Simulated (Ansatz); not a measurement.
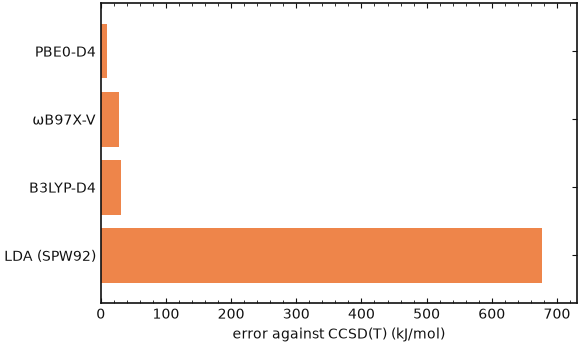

Error in the electronic atomisation energy (method less reference, so positive means overbinding) of C₂H₁₀BNSi, SMILES BN(C)[SiH2]C: functionals in def2-TZVPP against frozen-core CCSD(T) at the limit (MP2 extrapolated from triple and quadruple zeta, plus CCSD(T) less MP2 in a smaller set), which gives 5491.6 kJ/mol, at a PBE0-D4/def2-TZVP geometry (a minimum by its frequencies), no zero-point or spin-orbit term, the Ansatz code. The reference leaves out core correlation, a term that grows with the number of heavy atoms.

### What range do the values span?

From 9.2 kJ/mol (PBE0-D4) to 676.3 kJ/mol (LDA (SPW92)).

### Give the values.

```csv
level,kJ/mol
PBE0-D4,9.2
ωB97X-V,28.7
B3LYP-D4,31.3
LDA (SPW92),676.3
```

Caveats, for all or some of the runs: one conformer of a flexible molecule.
